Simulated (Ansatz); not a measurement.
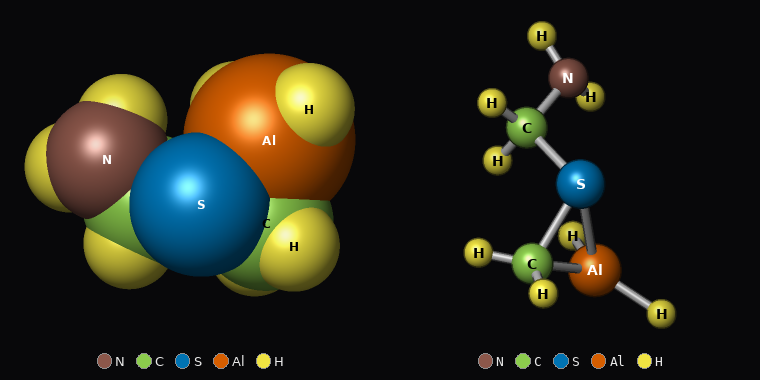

Both panels show the same species.

The computed structure is the end point of a PBE0-D4/def2-TZVP optimisation. No frequency run is at hand to confirm it as a minimum.

What is the molecular formula?

Answer. C2H8AlNS, 13 atoms: 2 carbon, 8 hydrogen, 1 aluminium, 1 nitrogen and 1 sulfur.

Which point group does it belong to?

Answer. C1.

The parts below concern this one geometry. Atoms keep their numbers from picture to picture.

Charges

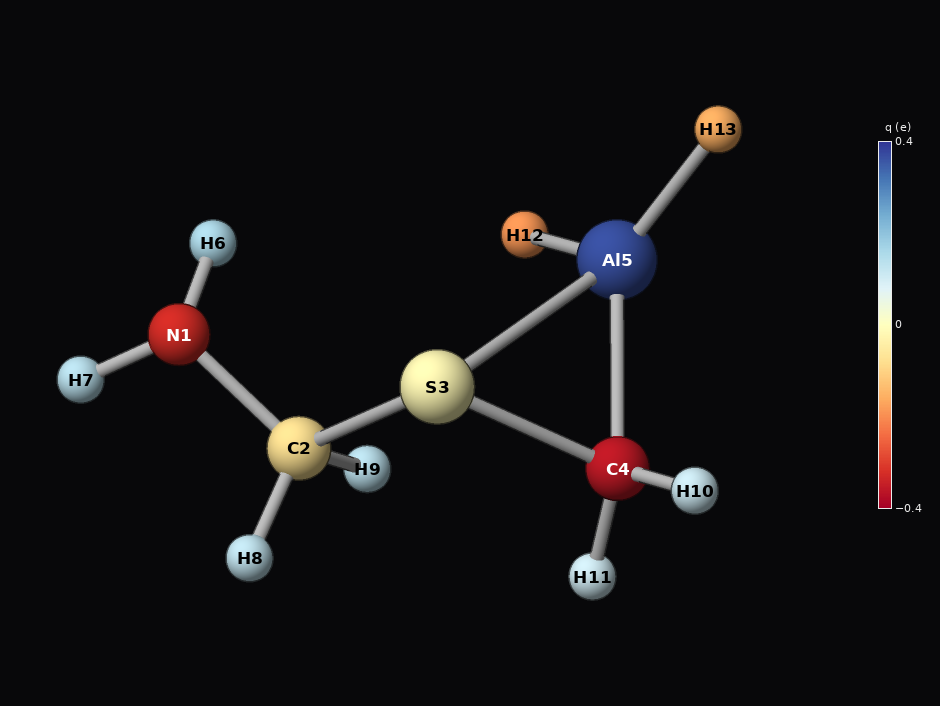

Atoms are coloured by their Mulliken charges. No frequency run is at hand to confirm it as a minimum. Properties computed with RKS B3LYP-D4/def2-TZVPP (Ansatz 0.2.0).

List the Mulliken charges.

```
atom  value (e)
  N1      −0.32
  C2      −0.07
  S3      −0.02
  C4      −0.36
 Al5       0.36
  H6       0.15
  H7       0.14
  H8       0.12
  H9       0.13
 H10       0.11
 H11       0.10
 H12      −0.19
 H13      −0.15
```

Levels of theory compared

No frequency run is at hand to confirm it as a minimum. Program: Ansatz 0.2.0.

At this fixed geometry, give HOMO–LUMO gap (eV) at these levels: B3LYP-D4/def2-TZVPP; PBE-D4/def2-TZVPP; PBE0-D4/def2-TZVPP; r2SCAN-D4/def2-TZVPP; ωB97M-V/def2-TZVPP; ωB97X-V/def2-TZVPP.

```csv
level,HOMO–LUMO gap (eV)
B3LYP-D4/def2-TZVPP,6.17
PBE-D4/def2-TZVPP,4.65
PBE0-D4/def2-TZVPP,6.59
r2SCAN-D4/def2-TZVPP,5.19
ωB97M-V/def2-TZVPP,10.26
ωB97X-V/def2-TZVPP,10.72
```

Dipole moment

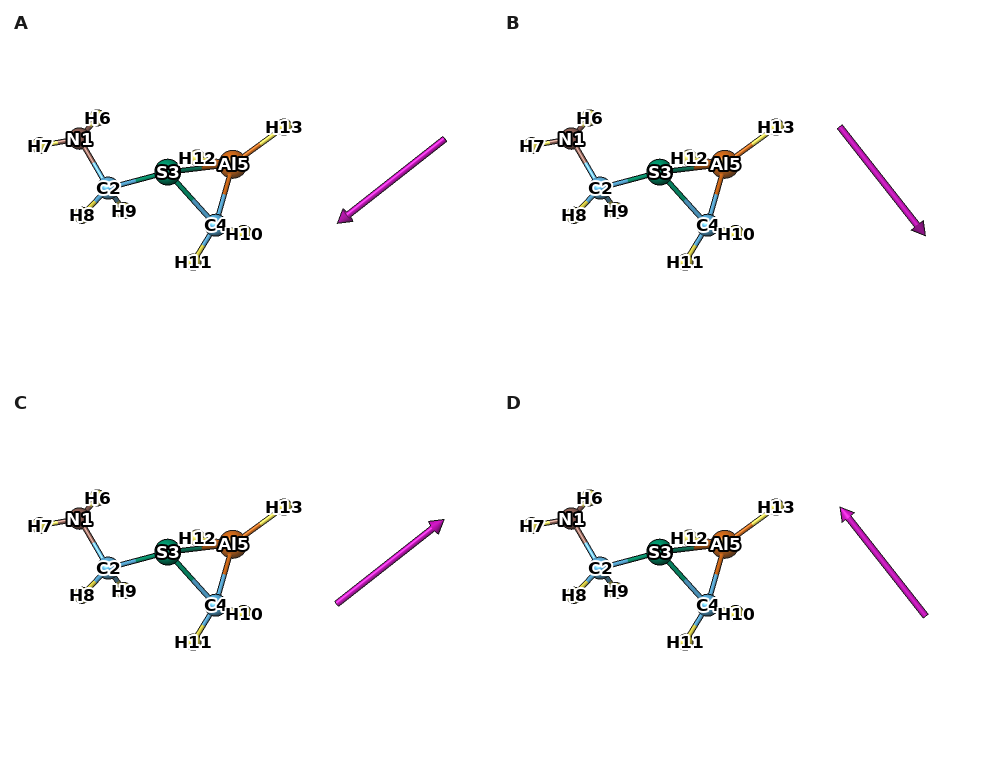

The same molecule four times, each with an arrow. No frequency run is at hand to confirm it as a minimum. Method: RKS ωB97M-V/def2-TZVPP (Ansatz 0.2.0).

Which arrow points along the dipole moment, from the negative to the positive end?

Answer. A. The dipole moment is 2.96 D; it points from the side of H13 to the side of H7, H8 (the outermost atoms at the two ends).

Mulliken values depend strongly on the basis set and can even reverse the polarity of a bond.
